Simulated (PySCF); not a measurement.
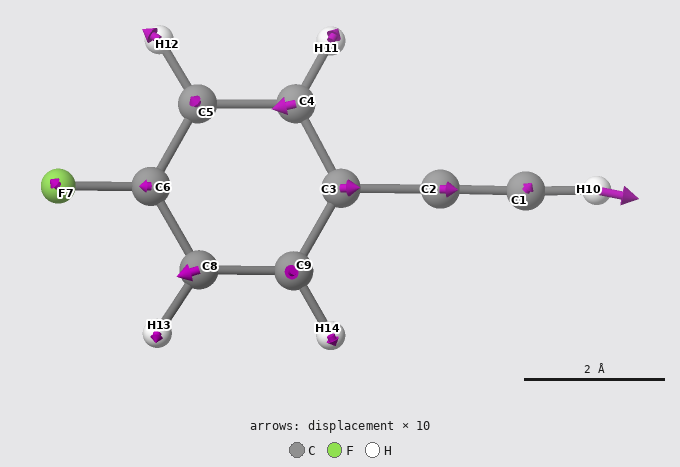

A relaxation of C$_{8}$H$_{5}$F. The starting structure is drawn; purple arrows show the displacements, magnified 10 times. The two geometries are superimposed by the best rigid fit.

A ball-and-stick model, seen face on.

The start comes from GFN2-xTB. Its atoms were then displaced at random by about 0.01 Å.

Method: PBE0-D3(BJ)/def2-SVP geometry optimisation, gas phase (PySCF). 

### What did the optimiser do to the structure, and how much energy did it gain?

The largest move after the best rigid fit is that of H10, 0.062 Å. By element the largest moves are H 0.062 Å, C 0.036 Å, F 0.017 Å. Near-neighbour distances that change, for instance: C1–H10 1.022 → 1.074 Å, C4–H11 1.045 → 1.091 Å, C8–C9 1.363 → 1.389 Å, C4–C5 1.414 → 1.390 Å. Among the angles between lasting bonds that change: C3–C4–H11 123.1° → 119.3°, C4–C3–C9 122.4° → 118.9°, C2–C3–C4 118.1° → 120.6°. Over 7 geometry steps the energy falls by 21.6 kJ/mol. The run took 78 s on 1 thread of Arm Neoverse V1 (shared host).
